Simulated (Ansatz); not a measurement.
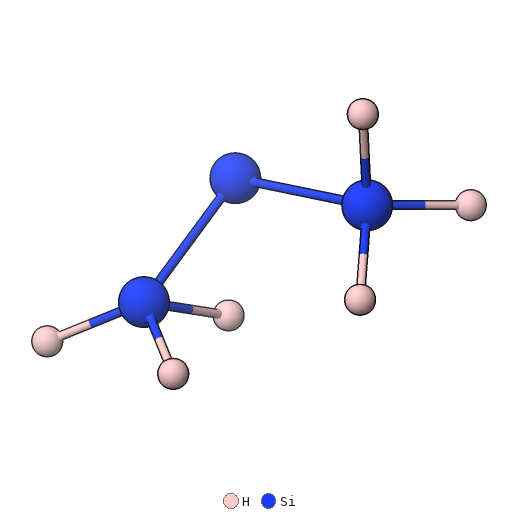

A ball-and-stick model of a molecule.

The computed structure is the end point of a PBE0-D4/def2-TZVP optimisation.

Describe the molecule.

The molecule is Si₃H₆. The point group is C1. Coordination, clear cases only: 1 Si bent; 1 Si tetrahedral.

The parts below concern this one geometry. Atoms keep their numbers from picture to picture.

**Geometry**

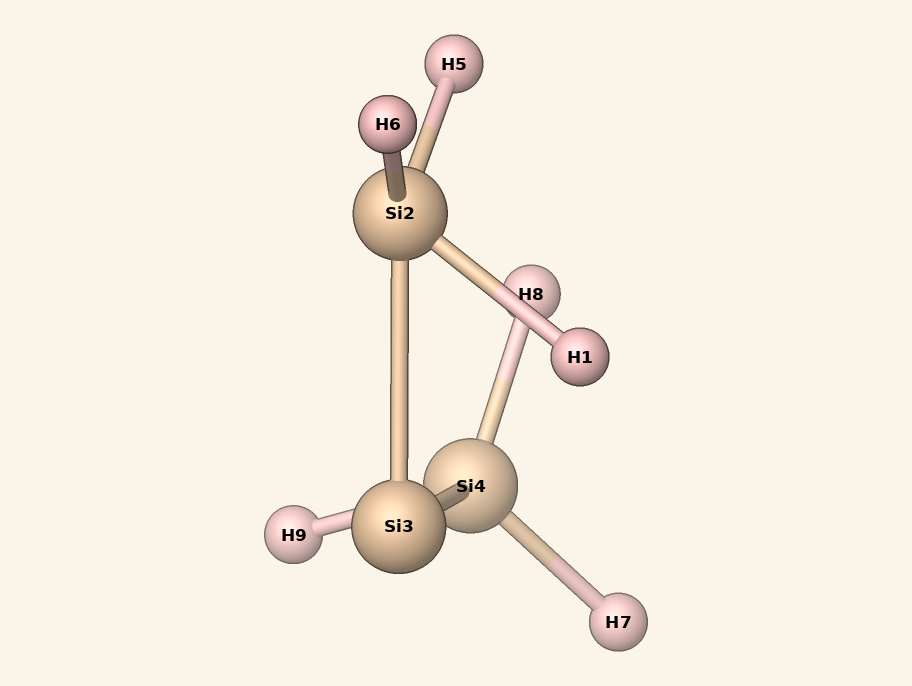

Si4 lies behind Si3. The molecule seen a little off the Si3–Si4 bond, Si3 in front. Distant atoms are faded towards the background colour.

> What is the torsion angle Si2–Si3–Si4–H7? The sign is positive where the front bond must turn clockwise to cover the back bond.

137°, anticlinal.

**Electronic properties**

Level of theory: RKS PBE0-D4/def2-TZVP (Ansatz 0.2.0).

Predict the main results.

- dipole moment: 1.32 D
- harmonic zero-point energy: 129.3 kJ/mol
- dispersion correction: −19.0 kJ/mol

**Vibrations**

Harmonic vibrations computed with RKS PBE0-D4/def2-TZVP (Ansatz 0.2.0) at a stationary point of the same level.

> How many vibrational modes are there, and where do they lie?

21 modes: 109, 157, 315, 395, 473, 492, 504, 546, 585, 704, 872, 928, 947, 953, 1029, 1613, 2185, 2193, 2199, 2203, 2210 cm⁻¹.

**Charges**

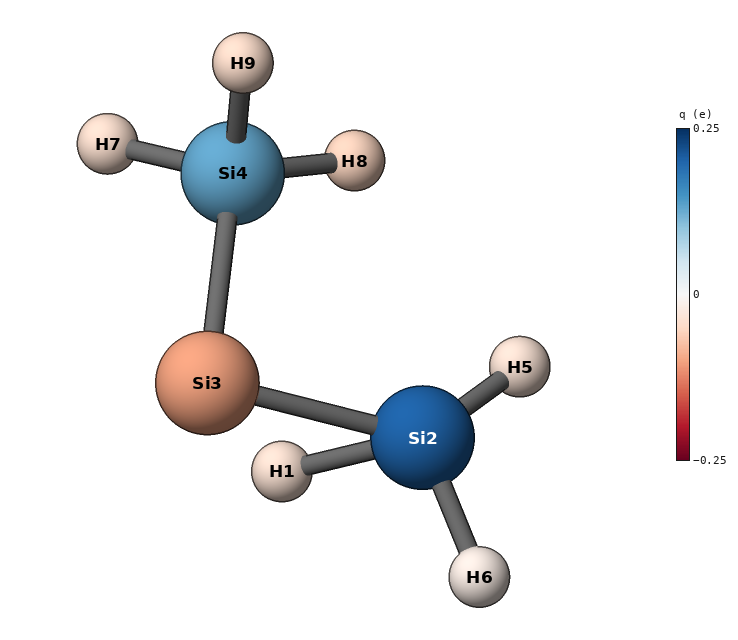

Atoms are coloured by their Mulliken charges. Method: RKS PBE0-D4/def2-SVP (Ansatz 0.2.0).

List the Mulliken charges.

```csv
atom,value (e)
H1,−0.04
Si2,0.20
Si3,−0.10
Si4,0.13
H5,−0.03
H6,−0.02
H7,−0.04
H8,−0.05
H9,−0.04
```

Mulliken values depend strongly on the basis set and can even reverse the polarity of a bond.
